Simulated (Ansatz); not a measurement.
GaSe (beta-GaS type, space group P6_3/mmc)

```
GaSe
1.0
    3.76943     0.00000     0.00000
   -1.88472     3.26442     0.00000
    0.00000     0.00000    15.96417
Ga Se
4 4
Cartesian
  0.00000   2.17628   2.76926
  1.88472   1.08814  10.75134
  1.88472   1.08814  13.19492
  0.00000   2.17628   5.21283
  0.00000   2.17628   9.57295
  1.88472   1.08814   1.59087
  1.88472   1.08814   6.39122
  0.00000   2.17628  14.37331
```

Equation-of-state scan: isotropic scaling of the cell above, V₀ being its volume. The atoms relax within the cell's symmetry.

Level of theory: PBE-D3(BJ) (plane waves to 420 eV, PAW, scalar-relativistic; Ansatz, a first-principles code). k mesh 10×10×2 (Γ-centred), Fermi-Dirac smearing 0.05 eV. The energy includes the smearing's −TS. With the shape held, the modulus is that of even scaling; a crystal free to change shape is softer. GaSe was relaxed with its symmetry unable to fall. The PAW data are Ansatz's earlier set. The zero of ΔE is the relaxed starting cell.

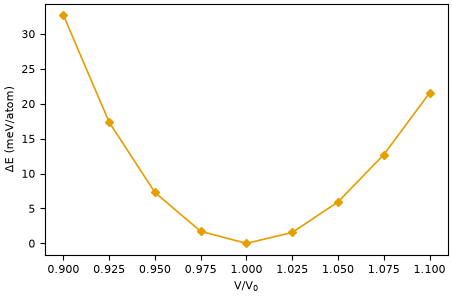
Figure: ΔE (meV/atom) against V/V₀; one marker a computed point.

What is ΔE at V/V₀ = 1.100?

About 22 meV/atom.

What is ΔE at V/V₀ = 0.900?

About 33 meV/atom.

What bulk modulus at fixed cell shape B₀ follows from a third-order Birch-Murnaghan fit?

About 34 GPa.

(A scan under strain: stresses follow from slopes of the energy per volume, elastic moduli from its curvatures.)
